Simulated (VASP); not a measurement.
# MnCuAs: the relaxed cell at several levels, part 5 of 7

Wanted: equilibrium cells of MnCuAs at many levels, with their cost. The start is a computed cell from the Materials Project.

VASP 6.6.1, plane waves and PAW; the level of theory is named at each step.

Still holding for the runs below: The magnetic order is the lowest of the few collinear ones that converged above; longer or canted patterns were not tried. The k-mesh is coarse for a metal.

So far. Step 7 (The orders side by side): The session goes on in the lowest magnetic state found: antiferromagnetic. The next one lies 15.9 meV an atom higher. Step 8 (Relaxation with LDA): It ends with a largest force of 0.009 eV/Å and a pressure of 0.07 GPa. The conventional cell has a = 3.494 and c = 6.281 Å. The largest moment is 2.56 μB.

## Step 9: Relaxation with PBEsol

This step: PBEsol, spin-polarised from an antiferromagnetic start; plane waves and PAW (Mn_pv, Cu, As) (VASP 6.6.1).

PBEsol restores the gradient expansion of exchange and is tuned for the cells of solids.

Contents of INCAR:

```
SYSTEM = MnCuAs
PREC = Accurate
ENCUT = 520
EDIFF = 1E-06
NELM = 100
ISMEAR = -1
SIGMA = 0.05
LREAL = .FALSE.
ALGO = Normal
GGA = PS
NBANDS = 38
ISPIN = 2
MAGMOM = 3.21 -3.21 0 -0 0.01 -0.01
LASPH = .TRUE.
LMAXMIX = 4
LORBIT = 11
LWAVE = .FALSE.
LCHARG = .FALSE.
KPAR = 8
IBRION = 2
NSW = 60
ISIF = 3
EDIFFG = -0.01
```

Contents of POSCAR:

```
MnCuAs
1.0
    3.6994910000      0.0000000000      0.0000000000
    0.0000000000      3.6994910000      0.0000000000
    0.0000000000      0.0000000000      6.4084220000
Mn Cu As
2 2 2
Direct
    0.0000000000      0.5000000000      0.1640200000
    0.5000000000      0.0000000000      0.8359800000
    0.0000000000      0.0000000000      0.5000000000
    0.5000000000      0.5000000000      0.5000000000
    0.0000000000      0.5000000000      0.7762460000
    0.5000000000      0.0000000000      0.2237540000
```

Contents of KPOINTS:

```
Automatic mesh
0
Gamma
5 5 3
0 0 0
```

The projector-augmented-wave data sets are Mn_pv, Cu and As (PBE family, release 64).

On the command line:

```console
$ mpirun -np 8 vasp_std
```

Numbers of over 12 decimals in the logs are rounded to 6 here.

The log of the run:

```text
[banner, memory and clock lines left out]
running    8 mpi-ranks, on    1 nodes
 distrk:  each k-point on    1 cores,    8 groups
 distr:  one band on    1 cores,    1 groups

 POSCAR found type information on POSCAR MnCuAs
 POSCAR found :  3 types and       6 ions
 [... a notice as in an earlier step ...]

 [... a notice as in an earlier step ...]

 LDA part: xc-table for (Slater+PW92), standard interpolation
 POSCAR, INCAR and KPOINTS ok, starting setup
 FFT: planning ... GRIDC
 FFT: planning ... GRID_SOFT
 FFT: planning ... GRID
 WAVECAR not read
 entering main loop
       N       E                     dE             d eps       ncg     rms          rms(c)
DAV:   1     0.558593309046E+03    0.55859E+03   -0.29404E+04  1984   0.205E+03
DAV:   2     0.106994602647E+02   -0.54789E+03   -0.53120E+03  1836   0.484E+02
DAV:   3    -0.402616926826E+02   -0.50961E+02   -0.47109E+02  2068   0.164E+02
DAV:   4    -0.429707026932E+02   -0.27090E+01   -0.26758E+01  2574   0.383E+01
DAV:   5    -0.430489508884E+02   -0.78248E-01   -0.78118E-01  2326   0.655E+00    0.194E+01
DAV:   6    -0.412323901516E+02    0.18166E+01   -0.66412E+01  2536   0.130E+02    0.158E+01
DAV:   7    -0.384563292608E+02    0.27761E+01   -0.14389E+01  2236   0.595E+01    0.565E+00
DAV:   8    -0.385108058780E+02   -0.54477E-01   -0.20241E+00  2928   0.256E+01    0.426E+00
DAV:   9    -0.384732389556E+02    0.37567E-01   -0.54055E-01  2872   0.133E+01    0.194E+00
DAV:  10    -0.384549590397E+02    0.18280E-01   -0.64260E-02  2724   0.462E+00    0.922E-01
DAV:  11    -0.384550671797E+02   -0.10814E-03   -0.29088E-02  2924   0.345E+00    0.201E-01
DAV:  12    -0.384555955648E+02   -0.52839E-03   -0.42464E-03  2426   0.357E-01    0.883E-02
DAV:  13    -0.384556195357E+02   -0.23971E-04   -0.14551E-04  2716   0.135E-01    0.492E-02
DAV:  14    -0.384556169840E+02    0.25517E-05   -0.41649E-05  3112   0.127E-01    0.158E-02
DAV:  15    -0.384556175131E+02   -0.52913E-06   -0.10020E-05  2636   0.345E-02    0.981E-03
DAV:  16    -0.384556172175E+02    0.29567E-06   -0.10760E-06  1140   0.249E-02
   1 F= -.38455617E+02 E0= -.38446652E+02  d E =-.384556E+02  mag=     0.0000
 curvature:   0.00 expect dE= 0.000E+00 dE for cont linesearch  0.000E+00
 trial: gam= 0.00000 g(F)=  0.178E-01 g(S)=  0.282E+00 ort = 0.000E+00 (trialstep = 0.100E+01)
 search vector abs. value=  0.300E+00
 bond charge predicted
       N       E                     dE             d eps       ncg     rms          rms(c)
DAV:   1    -0.460068629540E+02   -0.75512E+01   -0.11237E+02  2022   0.159E+02    0.252E+01
DAV:   2    -0.412299865838E+02    0.47769E+01   -0.68767E+01  2290   0.133E+02    0.160E+01
DAV:   3    -0.388469779171E+02    0.23830E+01   -0.14125E+01  1896   0.520E+01    0.684E+00
DAV:   4    -0.387105055709E+02    0.13647E+00   -0.24712E+00  3008   0.288E+01    0.344E+00
DAV:   5    -0.386092844571E+02    0.10122E+00   -0.53695E-01  2912   0.146E+01    0.159E+00
DAV:   6    -0.385946861505E+02    0.14598E-01   -0.11456E-01  2688   0.475E+00    0.841E-01
DAV:   7    -0.385905098028E+02    0.41763E-02   -0.19091E-02  2636   0.190E+00    0.426E-01
DAV:   8    -0.385890663406E+02    0.14435E-02   -0.33990E-03  2844   0.593E-01    0.863E-02
DAV:   9    -0.385891634575E+02   -0.97117E-04   -0.51491E-04  2200   0.171E-01    0.451E-02
DAV:  10    -0.385891693278E+02   -0.58703E-05   -0.55733E-05  2618   0.934E-02    0.212E-02
DAV:  11    -0.385891684708E+02    0.85707E-06   -0.10089E-05  2574   0.324E-02    0.106E-02
DAV:  12    -0.385891670802E+02    0.13906E-05   -0.15664E-06  1120   0.120E-02    0.550E-03
DAV:  13    -0.385891668028E+02    0.27733E-06   -0.64988E-07   984   0.142E-02
   2 F= -.38589167E+02 E0= -.38581419E+02  d E =-.133550E+00  mag=    -0.0000
[... from here on, the cycles between the ionic steps are left out ...]
   3 F= -.38592702E+02 E0= -.38584902E+02  d E =-.137084E+00  mag=     0.0000
   4 F= -.38614273E+02 E0= -.38606816E+02  d E =-.215718E-01  mag=    -0.0000
   5 F= -.38623186E+02 E0= -.38616154E+02  d E =-.304844E-01  mag=     0.0000
   6 F= -.38634956E+02 E0= -.38628224E+02  d E =-.117700E-01  mag=     0.0000
   7 F= -.38635052E+02 E0= -.38628354E+02  d E =-.118659E-01  mag=     0.0000
   8 F= -.38635054E+02 E0= -.38628365E+02  d E =-.118677E-01  mag=    -0.0000
   9 F= -.38635195E+02 E0= -.38628535E+02  d E =-.141507E-03  mag=     0.0000
  10 F= -.38635277E+02 E0= -.38628607E+02  d E =-.223803E-03  mag=     0.0000
  11 F= -.38635275E+02 E0= -.38628606E+02  d E =-.221414E-03  mag=     0.0000
  12 F= -.38635277E+02 E0= -.38628608E+02  d E =-.223731E-03  mag=    -0.0000
  13 F= -.38635278E+02 E0= -.38628608E+02  d E =-.224543E-03  mag=     0.0000
  14 F= -.38635278E+02 E0= -.38628607E+02  d E =-.224273E-03  mag=     0.0000
 curvature:  -0.06 expect dE=-0.570E-05 dE for cont linesearch -0.163E-06
 ZBRENT: accuracy reached
 trial: gam= 0.21795 g(F)=  0.269E-04 g(S)=  0.688E-04 ort =-0.425E-04 (trialstep = 0.113E+01)
 search vector abs. value=  0.108E-03
 bond charge predicted
       N       E                     dE             d eps       ncg     rms          rms(c)
DAV:   1    -0.386353625116E+02   -0.84361E-04   -0.11651E-02  2776   0.194E+00    0.141E-01
DAV:   2    -0.386354144220E+02   -0.51910E-04   -0.34480E-03  2252   0.651E-01    0.812E-02
DAV:   3    -0.386353731462E+02    0.41276E-04   -0.41683E-04  2404   0.272E-01    0.633E-02
DAV:   4    -0.386353485155E+02    0.24631E-04   -0.12243E-04  2612   0.267E-01    0.277E-02
DAV:   5    -0.386353379966E+02    0.10519E-04   -0.47134E-05  2804   0.157E-01    0.129E-02
DAV:   6    -0.386353380897E+02   -0.93112E-07   -0.78205E-06  2488   0.530E-02
  15 F= -.38635338E+02 E0= -.38628670E+02  d E =-.601272E-04  mag=    -0.0000
 trial-energy change:   -0.000060  1 .order   -0.000061   -0.000098   -0.000024
 step:   1.5091(harm=  1.5091)  dis= 0.00182  next Energy=   -38.635343 (dE=-0.652E-04)
 reached required accuracy - stopping structural energy minimisation
```

Wall time 1.8 min (8 MPI ranks of Intel Xeon 6975P-C (Granite Rapids), shared host); peak memory 2.4 GiB; 14 min of CPU time.

OUTCAR, selected parts (step 9):

```text
   NELECT =      58.0000    total number of electrons

 E-fermi :   8.7579

 spin component 1
 k-point     1 :       0.0000    0.0000    0.0000
  band No.  band energies     occupation
    ...
     26       6.5885      1.00000
     27       7.4936      1.00000
     28       7.9066      1.00000
     29       8.3342      0.99979
     30       8.3342      0.99979
     31       8.9355      0.02790
     32      10.1059      0.00000
     33      10.4915      0.00000
     34      10.4915      0.00000
     35      11.5195      0.00000
    ...

 k-point     2 :       0.2000    0.0000    0.0000
  band No.  band energies     occupation
    ...
     25       6.3435      1.00000
     26       6.8447      1.00000
     27       7.0050      1.00000
     28       7.9251      1.00000
     29       8.5486      0.98502
     30       8.7991      0.30488
     31       9.2506      0.00005
     32       9.4113      0.00000
     33      10.4943      0.00000
     34      11.0230      0.00000
    ...

  Total        0.0071969      0.0071969     -0.0276569      0.0000000     -0.0000000      0.0000000
  in kB        0.1418819      0.1418819     -0.5452321      0.0000000     -0.0000000      0.0000000
  external PRESSURE =      -0.0871561 kB  Pullay stress =       0.0000000 kB

 POSITION                                       TOTAL-FORCE (eV/Angst)
 -----------------------------------------------------------------------------------
      0.00000      1.79137      0.94381        -0.000000     -0.000000     -0.003502
      1.79137      3.58275      5.38758         0.000000      0.000000      0.003502
      0.00000      0.00000      3.16570        -0.000000      0.000000     -0.000000
      1.79137      1.79137      3.16570        -0.000000     -0.000000     -0.000000
      0.00000      1.79137      4.91088        -0.000000     -0.000000     -0.002209
      1.79137      0.00000      1.42051         0.000000      0.000000      0.002209
 -----------------------------------------------------------------------------------
    total drift:                                0.000000      0.000000      0.000000

  FREE ENERGIE OF THE ION-ELECTRON SYSTEM (eV)
  ---------------------------------------------------
  free  energy   TOTEN  =       -38.6353380897 eV

  energy  without entropy=      -38.6220024428  energy(sigma->0) =      -38.62867027

 magnetization (x)
# of ion       s       p       d       tot
------------------------------------------
    1        0.031   0.037   3.030   3.098
    2       -0.031  -0.037  -3.030  -3.098
    3        0.000   0.000   0.000   0.000
    4        0.000   0.000   0.000   0.000
    5       -0.009   0.024  -0.003   0.012
    6        0.009  -0.024   0.003  -0.012
--------------------------------------------------
tot         -0.000   0.000  -0.000  -0.000

[... 9 parts as in an earlier step ...]

[... 9 further parts left out ...]
```

The PAW data sets were made with PBE, which is usual practice but a small mismatch for other functionals.

Relaxation path:

```csv
step,energy less that of the first step (eV),largest force (eV/Å),pressure (GPa),volume (Å³)
1,0.0000,0.4273,-6.20,87.71
2,-0.1336,0.4959,1.65,80.72
3,-0.1371,0.4969,0.46,81.60
4,-0.1587,0.2739,0.31,81.39
5,-0.1676,0.2582,0.35,81.14
6,-0.1793,0.0658,-0.21,81.40
7,-0.1794,0.0488,-0.23,81.42
8,-0.1794,0.0452,-0.26,81.43
9,-0.1796,0.0116,0.20,81.12
10,-0.1797,0.0142,-0.01,81.24
11,-0.1797,0.0098,0.08,81.21
12,-0.1797,0.0119,0.12,81.22
13,-0.1797,0.0134,0.11,81.23
14,-0.1797,0.0138,0.08,81.24
15,-0.1797,0.0035,-0.01,81.27
```

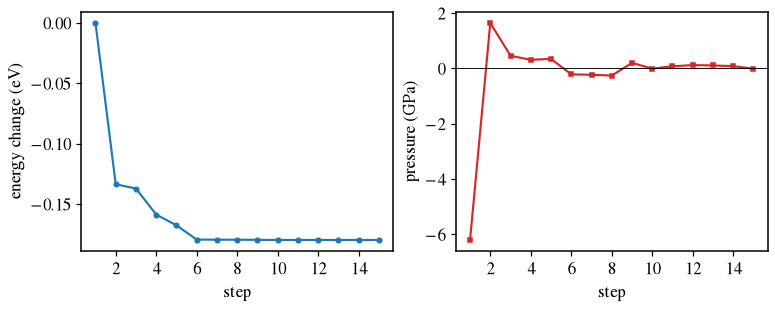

Energy and pressure along the relaxation.

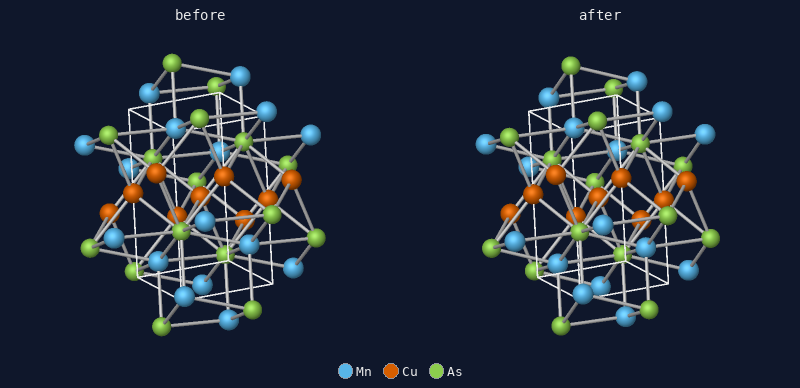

Before and after, at one scale.

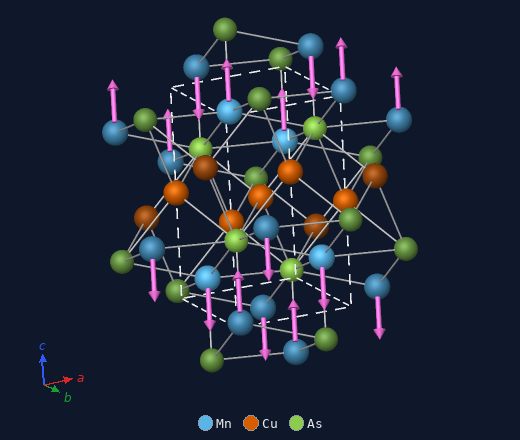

Displacements in the relaxation, exaggerated, measured against the changing cell; the longest in the cell stands for 0.09 Å. Some periodic images of atoms are drawn too.

```csv
"conventional cell, symmetrised",before,after,change
a (Å),3.699,3.583,-3.2 %
b (Å),3.699,3.583,-3.2 %
c (Å),6.408,6.331,-1.2 %
volume (Å³/atom),14.62,13.55,-7.3 %
```

The atoms that moved most (Å, as changes of fractional coordinates times the final cell):

```csv
atom,dx,dy,dz,length
Mn2,0.000,0.000,0.095,0.095
Mn1,0.000,0.000,-0.095,0.095
```

The relaxed structure:

```
Mn Cu As
1.0
     3.58275    0.00000    0.00000
     0.00000    3.58275    0.00000
     0.00000    0.00000    6.33139
Mn Cu As
2 2 2
Direct
  0.00000 0.50000 0.14907
  0.50000 0.00000 0.85093
  0.00000 0.00000 0.50000
  0.50000 0.50000 0.50000
  0.00000 0.50000 0.77564
  0.50000 0.00000 0.22436
```

This step gave:

| Property | Result |
| --- | --- |
| free energy (TOTEN) | -38.64 eV |
| energy at zero smearing | -38.63 eV |
| Fermi energy | 8.758 eV |
| pressure | -0.008716 GPa |
| SCF cycles over all ionic steps | 119 |

Spin moment in the PAW sphere by atom:

```csv
atom,spin moment in the PAW sphere (μB)
Mn1,3.10
Mn2,-3.10
Cu3,0.00
Cu4,0.00
As5,0.01
As6,-0.01
```

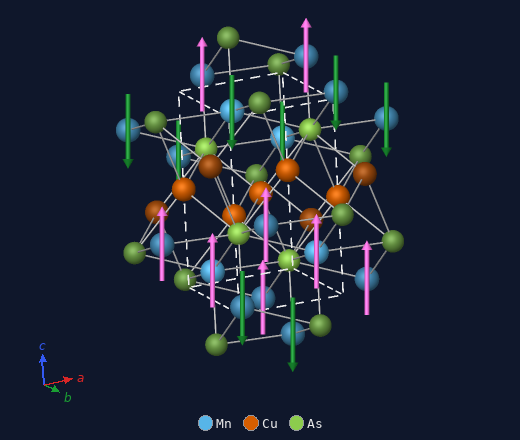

Spin moment in the PAW sphere as arrows, the longest 3.10 μB. Up and down stand for the sign. Arrows give size and sign along the axis of quantisation, drawn up and down the page. The two directions have two colours. Some periodic images of atoms are drawn too.

It ends at 13.55 Å³/atom, -7.3 % from the start, with -0.01 GPa left. The conventional cell has a = 3.583 and c = 6.331 Å. The largest moment is 3.10 μB.

## Step 10: Relaxation with PBE

This step: PBE, spin-polarised from an antiferromagnetic start; plane waves and PAW (Mn_pv, Cu, As) (VASP 6.6.1).

PBE, the usual starting point, adds the gradient of the density.

INCAR: that of step 9 with these lines changed.

```diff
@@ -9,3 +9,3 @@
 ALGO = Normal
-GGA = PS
+GGA = PE
 NBANDS = 38
```

POSCAR is that of step 9.

KPOINTS is that of step 9.

On the command line:

```console
$ mpirun -np 8 vasp_std
```

The log of the run:

```text
[banner, memory and clock lines left out]
running    8 mpi-ranks, on    1 nodes
[...]
[... a notice as in an earlier step ...]

 LDA part: xc-table for (Slater+PW92), standard interpolation
 POSCAR, INCAR and KPOINTS ok, starting setup
[...]
entering main loop
       N       E                     dE             d eps       ncg     rms          rms(c)
DAV:   1     0.561519425902E+03    0.56152E+03   -0.29480E+04  1984   0.206E+03
DAV:   2     0.145090883910E+02   -0.54701E+03   -0.53032E+03  1836   0.485E+02
DAV:   3    -0.364150618405E+02   -0.50924E+02   -0.47146E+02  2082   0.164E+02
DAV:   4    -0.390620828316E+02   -0.26470E+01   -0.26180E+01  2564   0.379E+01
[...]
DAV:  14    -0.352259958453E+02    0.37287E-05   -0.48914E-05  3116   0.139E-01    0.206E-02
DAV:  15    -0.352259975840E+02   -0.17387E-05   -0.11234E-05  2124   0.324E-02    0.107E-02
DAV:  16    -0.352259974681E+02    0.11588E-06   -0.17105E-06  1128   0.300E-02
   1 F= -.35225997E+02 E0= -.35216952E+02  d E =-.352260E+02  mag=     0.0000
[... from here on, the cycles between the ionic steps are left out ...]
   2 F= -.35243307E+02 E0= -.35234942E+02  d E =-.173097E-01  mag=     0.0000
   3 F= -.35249785E+02 E0= -.35242235E+02  d E =-.237875E-01  mag=     0.0000
   4 F= -.35259974E+02 E0= -.35252547E+02  d E =-.101892E-01  mag=     0.0000
   5 F= -.35263665E+02 E0= -.35256364E+02  d E =-.138805E-01  mag=    -0.0000
   6 F= -.35264097E+02 E0= -.35256587E+02  d E =-.431122E-03  mag=     0.0000
   7 F= -.35264213E+02 E0= -.35256769E+02  d E =-.548036E-03  mag=    -0.0000
   8 F= -.35264283E+02 E0= -.35256830E+02  d E =-.694791E-04  mag=     0.0000
 trial-energy change:   -0.000069  1 .order   -0.000057   -0.000090   -0.000024
 step:   1.6005(harm=  1.8851)  dis= 0.00126  next Energy=   -35.264285 (dE=-0.713E-04)
 reached required accuracy - stopping structural energy minimisation
```

Wall time 64 s (8 MPI ranks); peak memory 2.4 GiB.

Parts of OUTCAR (step 10):

```text
  Total        0.0044307      0.0044307      0.0310687      0.0000000      0.0000000      0.0000000
  in kB        0.0815827      0.0815827      0.5720746      0.0000000      0.0000000      0.0000000
  external PRESSURE =       0.2450800 kB  Pullay stress =       0.0000000 kB

 POSITION                                       TOTAL-FORCE (eV/Angst)
 -----------------------------------------------------------------------------------
      0.00000      1.84062      0.96776        -0.000000     -0.000000     -0.001778
      1.84062      0.00000      5.45306         0.000000      0.000000      0.001778
      0.00000      3.68125      3.21041         0.000000     -0.000000      0.000000
      1.84062      1.84062      3.21041         0.000000      0.000000      0.000000
      0.00000      1.84062      4.96620         0.000000      0.000000      0.008571
      1.84062      0.00000      1.45462        -0.000000     -0.000000     -0.008571
 -----------------------------------------------------------------------------------
    total drift:                                0.000000      0.000000     -0.000000

  FREE ENERGIE OF THE ION-ELECTRON SYSTEM (eV)
  ---------------------------------------------------
  free  energy   TOTEN  =       -35.2642829753 eV

  energy  without entropy=      -35.2493776197  energy(sigma->0) =      -35.25683030

 magnetization (x)
# of ion       s       p       d       tot
------------------------------------------
    1        0.035   0.039   3.330   3.404
    2       -0.035  -0.039  -3.330  -3.404
    3        0.000   0.000   0.000   0.000
    4        0.000   0.000   0.000   0.000
    5       -0.010   0.023  -0.003   0.010
    6        0.010  -0.023   0.003  -0.010
--------------------------------------------------
tot          0.000   0.000   0.000   0.000

[... 2 parts as in an earlier step ...]

[... 2 further parts left out ...]
[key lines of the parts left out:]
E-fermi :   8.1962
```

The steps of the relaxation:

```csv
step,energy less that of the first step (eV),largest force (eV/Å),pressure (GPa),volume (Å³)
1,0.0000,0.4488,-0.20,87.71
2,-0.0173,0.2917,-0.18,87.47
3,-0.0238,0.2132,-0.05,87.22
4,-0.0340,0.0995,0.09,86.99
5,-0.0377,0.0254,0.29,86.74
6,-0.0381,0.0112,-0.17,87.22
7,-0.0382,0.0152,-0.06,87.08
8,-0.0383,0.0086,0.02,87.01
```

```csv
"conventional cell, symmetrised",before,after,change
a (Å),3.699,3.681,-0.5 %
b (Å),3.699,3.681,-0.5 %
c (Å),6.408,6.421,+0.2 %
volume (Å³/atom),14.62,14.50,-0.8 %
```

The atoms that moved most (Å, as changes of fractional coordinates times the final cell):

```csv
atom,dx,dy,dz,length
Mn1,0.000,0.000,-0.085,0.085
Mn2,0.000,0.000,0.085,0.085
As6,0.000,0.000,0.018,0.018
As5,0.000,0.000,-0.018,0.018
```

The relaxed structure:

```xyz
6
Lattice="3.6812 0.0000 0.0000 0.0000 3.6812 0.0000 0.0000 0.0000 6.4208" Properties=species:S:1:pos:R:3 pbc="T T T"
Mn    0.0000    1.8406    0.9678
Mn    1.8406    0.0000    5.4531
Cu    0.0000    0.0000    3.2104
Cu    1.8406    1.8406    3.2104
As    0.0000    1.8406    4.9662
As    1.8406    0.0000    1.4546
```

Spin moment in the PAW sphere by atom:

```csv
atom,spin moment in the PAW sphere (μB)
Mn1,3.40
Mn2,-3.40
Cu3,0.00
Cu4,0.00
As5,0.01
As6,-0.01
```

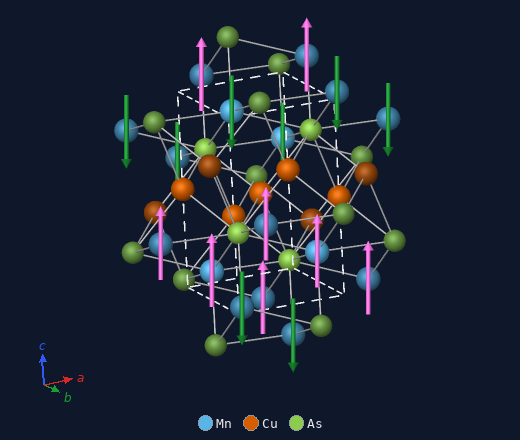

Spin moment in the PAW sphere as arrows, the longest 3.40 μB. Up and down stand for the sign. Arrows give size and sign along the axis of quantisation, drawn up and down the page. The two directions have two colours. Some periodic images of atoms are drawn too.

It ends at 14.50 Å³/atom, -0.8 % from the start, with 0.02 GPa left. The conventional cell has a = 3.681 and c = 6.421 Å. The largest moment is 3.40 μB.

[end of part 5 of 7]

[Lines on the potential files, build, host, timing and source positions are cut from VASP's logs without a mark.]

[Logs are printed without paths, hosts, clocks, repeated set-up lines and the standing remarks that a program may print on its own settings, such as how far it seeks lower states.]

[Hosts, paths, dates, database ids (printed as entryN), source tags and the programs' standing remarks are cut or masked in the printed files.]

[A measured line is paired with the nearest computed mode of its activity, which favours agreement.]
